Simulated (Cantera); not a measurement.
Input: 1 mol MgCO3, 1.5 mol SO3, 0.057 mol CO2, equilibrated at 13.3 mbar.

Method: chemical equilibrium by Gibbs-energy minimisation in Cantera with the NASA 1993 tables (ideal gas, pure condensed phases). Candidate condensed phases: C, Mg, MgCO3, MgO, MgS, MgSO4, S; 26 gas species. Rates play no part.

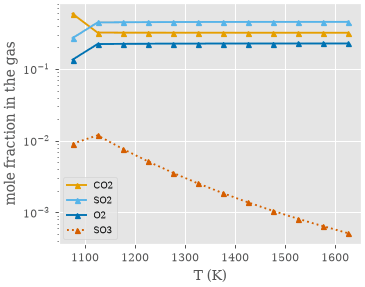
Equilibrium gas composition (values under 1e-9 drawn at 1e-9)

At 1075 K the condensed part is MgSO4(s). From 1125 K to 1625 K the condensed part is MgO(s).
